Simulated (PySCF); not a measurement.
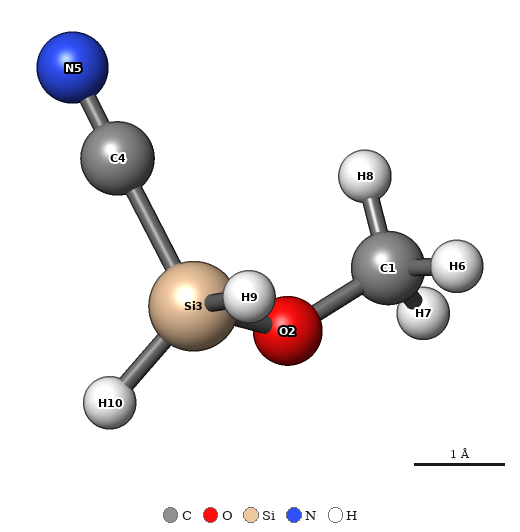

Fig. 1: The input geometry of run A (ball-and-stick view, seen at a tilt; atoms are numbered from 1 in the order of the input). Bond lengths as drawn: C–H 1.09 Å, C–N 1.15 Å, C–O 1.40 Å, C–Si 1.88 Å, H–Si 1.45 to 1.47 Å and O–Si 1.61 Å.

## C$_{2}$H$_{5}$NOSi: a changed input and its effect

System: C$_{2}$H$_{5}$NOSi.
Method of run A: GIAO PBE0/pcSseg-1 NMR shielding, non-relativistic, gas phase (PySCF 2.14.0).

The geometry comes from this level: GFN2-xTB, NEB image 0 of 0 to 8. Text and figures count atoms from 1; the logs count them from 0 in places.

## Input file, run A
```
{"job": {"kind": "nmr", "xc": "PBE0", "basis": "pcSseg-1", "pop": false}, "charge": 0, "multiplicity": 1}
C     -1.487700    -0.617600    -0.166600
O     -0.530900     0.209400    -0.759100
Si     0.777000     0.945600    -0.165000
C      1.979000    -0.306100     0.550900
N      2.697600    -1.081100     0.993300
H     -2.048700    -0.074600     0.597900
H     -2.172700    -0.949100    -0.947900
H     -1.017900    -1.490000     0.293900
H      0.489400     1.843000     0.957200
H      1.323900     1.525100    -1.377400
```

The first line tells a small driver script what to run in PySCF; the rest is the geometry in Å.

Command:
```bash
OMP_NUM_THREADS=1 python <driver script> task.json out
```

Hardware: 1 CPU thread, shared host.

## Output (run A)
```
coarse grid: 9048 points
cycle   1  E = -498.1689390580  dE =  4.962e-01  |g| = 6.931e-01  |ddm| = 2.819e+00
cycle   2  E = -497.9491911109  dE =  2.197e-01  |g| = 1.258e+00  |ddm| = 1.456e+00
cycle   3  E = -498.2564284088  dE = -3.072e-01  |g| = 1.645e-01  |ddm| = 1.015e+00
cycle   4  E = -498.2603622574  dE = -3.934e-03  |g| = 9.489e-02  |ddm| = 1.300e-01
cycle   5  E = -498.2621887892  dE = -1.827e-03  |g| = 1.499e-02  |ddm| = 6.231e-02
cycle   6  E = -498.2622392886  dE = -5.050e-05  |g| = 2.180e-03  |ddm| = 1.401e-02
cycle   7  E = -498.2622404068  dE = -1.118e-06  |g| = 3.316e-04  |ddm| = 2.194e-03
final grid: 83408 points
cycle   8  E = -498.3013123409  dE = -1.047e-05  |g| = 9.120e-03  |ddm| = 1.542e-02
cycle   9  E = -498.3012964906  dE =  1.585e-05  |g| = 1.323e-02  |ddm| = 1.288e-02
cycle  10  E = -498.3013269591  dE = -3.047e-05  |g| = 1.506e-03  |ddm| = 8.483e-03
cycle  11  E = -498.3013274223  dE = -4.631e-07  |g| = 4.529e-04  |ddm| = 1.129e-03
cycle  12  E = -498.3013274610  dE = -3.873e-08  |g| = 1.390e-04  |ddm| = 3.085e-04
cycle  13  E = -498.3013274651  dE = -4.127e-09  |g| = 2.039e-05  |ddm| = 9.436e-05
cycle  14  E = -498.3013274652  dE = -9.163e-11  |g| = 4.325e-06  |ddm| = 2.231e-05
converged SCF energy = -498.3013274652

GIAO shielding tensors (ppm)
atom      isotropic    diamagn.    paramagn.     s11        s22        s33       span
  0 C      132.907     244.249    -111.342    105.827    107.949    184.944     79.117
  1 O      334.711     395.977     -61.267    279.252    342.354    382.525    103.273
  2 Si     405.646     879.357    -473.711    338.631    398.686    479.619    140.988
  3 C       62.584     263.731    -201.147    -51.781    -47.879    287.411    339.192
  4 N      -93.993     337.835    -431.829   -297.511   -279.312    294.844    592.356
  5 H       27.971      29.192      -1.221     24.156     25.693     34.064      9.907
  6 H       27.601      28.096      -0.494     23.432     25.528     33.844     10.412
  7 H       27.774      30.281      -2.507     23.630     26.343     33.349      9.718
  8 H       26.748      28.650      -1.902     23.442     25.311     31.490      8.048
  9 H       26.879      28.431      -1.552     23.264     25.226     32.147      8.884
```

The input of run B differs as follows (lines with − go, lines with + come):
```diff
-C     -1.487700    -0.617600    -0.166600
-O     -0.530900     0.209400    -0.759100
-Si     0.777000     0.945600    -0.165000
-C      1.979000    -0.306100     0.550900
-N      2.697600    -1.081100     0.993300
-H     -2.048700    -0.074600     0.597900
-H     -2.172700    -0.949100    -0.947900
-H     -1.017900    -1.490000     0.293900
-H      0.489400     1.843000     0.957200
-H      1.323900     1.525100    -1.377400
+C     -1.643900    -0.508100    -0.277100
+O     -0.255900    -0.521000    -0.145800
+Si     0.773200     0.664600     0.232000
+C      2.393200    -0.253600     0.152700
+N      3.419100    -0.759700     0.121500
+H     -1.954300     0.191400    -1.057000
+H     -1.963900    -1.514300    -0.548900
+H     -2.121500    -0.220100     0.662500
+H      0.579000     1.176800     1.590300
+H      0.783800     1.748600    -0.752700
```

What does this change do to the results?

With the same method and basis, run B lies 1.0 kcal/mol higher. The HOMO goes from −8.91 to −8.81 eV. The LUMO goes from −0.91 to −0.75 eV. The dipole moment goes from 3.36 to 4.94 D. Of all shieldings, the largest change is that of O2, by +6.1 ppm. The number of SCF iterations is the same.

## Output (run B)
```
coarse grid: 9048 points
cycle   1  E = -498.1680337206  dE =  5.102e-01  |g| = 6.920e-01  |ddm| = 2.808e+00
cycle   2  E = -497.9621402030  dE =  2.059e-01  |g| = 1.230e+00  |ddm| = 1.478e+00
cycle   3  E = -498.2558174833  dE = -2.937e-01  |g| = 1.576e-01  |ddm| = 1.021e+00
cycle   4  E = -498.2591391984  dE = -3.322e-03  |g| = 9.699e-02  |ddm| = 1.252e-01
cycle   5  E = -498.2610647935  dE = -1.926e-03  |g| = 1.409e-02  |ddm| = 6.223e-02
cycle   6  E = -498.2611080466  dE = -4.325e-05  |g| = 2.094e-03  |ddm| = 1.291e-02
cycle   7  E = -498.2611091449  dE = -1.098e-06  |g| = 2.612e-04  |ddm| = 2.116e-03
final grid: 83408 points
cycle   8  E = -498.2997404361  dE = -1.197e-05  |g| = 8.902e-03  |ddm| = 1.566e-02
cycle   9  E = -498.2997253482  dE =  1.509e-05  |g| = 1.287e-02  |ddm| = 1.231e-02
cycle  10  E = -498.2997540186  dE = -2.867e-05  |g| = 1.978e-03  |ddm| = 8.183e-03
cycle  11  E = -498.2997548432  dE = -8.246e-07  |g| = 5.175e-04  |ddm| = 1.293e-03
cycle  12  E = -498.2997548959  dE = -5.268e-08  |g| = 1.106e-04  |ddm| = 3.682e-04
cycle  13  E = -498.2997548984  dE = -2.543e-09  |g| = 2.325e-05  |ddm| = 8.558e-05
cycle  14  E = -498.2997548986  dE = -1.236e-10  |g| = 4.324e-06  |ddm| = 2.364e-05
converged SCF energy = -498.2997548986

GIAO shielding tensors (ppm)
atom      isotropic    diamagn.    paramagn.     s11        s22        s33       span
  0 C      133.454     242.383    -108.928    106.363    108.690    185.310     78.947
  1 O      340.779     397.132     -56.353    288.443    362.590    371.305     82.862
  2 Si     400.021     879.410    -479.388    339.085    386.826    474.153    135.069
  3 C       62.992     262.178    -199.186    -52.476    -45.922    287.373    339.849
  4 N      -90.893     337.624    -428.516   -295.287   -278.582    301.191    596.478
  5 H       27.967      28.556      -0.588     23.891     25.779     34.232     10.340
  6 H       27.549      27.817      -0.268     23.363     25.448     33.837     10.474
  7 H       27.966      28.547      -0.581     23.888     25.772     34.237     10.349
  8 H       26.741      28.681      -1.941     23.939     24.823     31.460      7.521
  9 H       26.741      28.683      -1.942     23.953     24.825     31.446      7.493
```

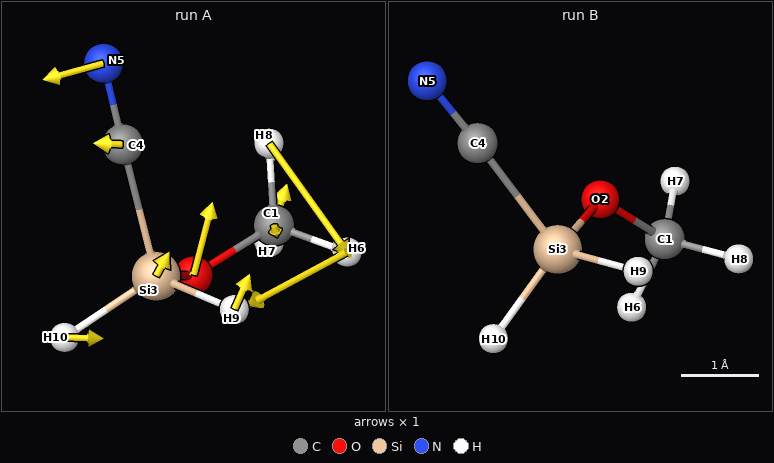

Fig. 2: The two input geometries at one scale (ball-and-stick view, seen at a tilt). The yellow arrows on the first give the shifts of the atoms after the best rigid fit, at true length. The atom that moves furthest after the best rigid fit is H8 (1.88 Å). Largest moves by element: H 1.88 Å, O 1.06 Å, N 0.90 Å, C 0.44 Å, Si 0.41 Å. Among the contacts that change: Si3–H10 1.451 → 1.465 Å, Si3–C4 1.877 → 1.864 Å.

## The two runs side by side

```csv
quantity,run A,run B
outcome,converged,converged
total energy (hartree),−498.301327,−498.299755
HOMO (eV),−8.91,−8.81
LUMO (eV),−0.91,−0.75
dipole moment (D),3.36,4.94
shielding of C1 (ppm),132.9,133.5
shielding of O2 (ppm),334.7,340.8
shielding of Si3 (ppm),405.6,400.0
shielding of C4 (ppm),62.6,63.0
shielding of N5 (ppm),−94.0,−90.9
shielding of H8 (ppm),27.8,28.0
shielding of H10 (ppm),26.9,26.7
SCF iterations,14,14
basis functions,117,117
wall time (shared host),15 s,9.9 s
```
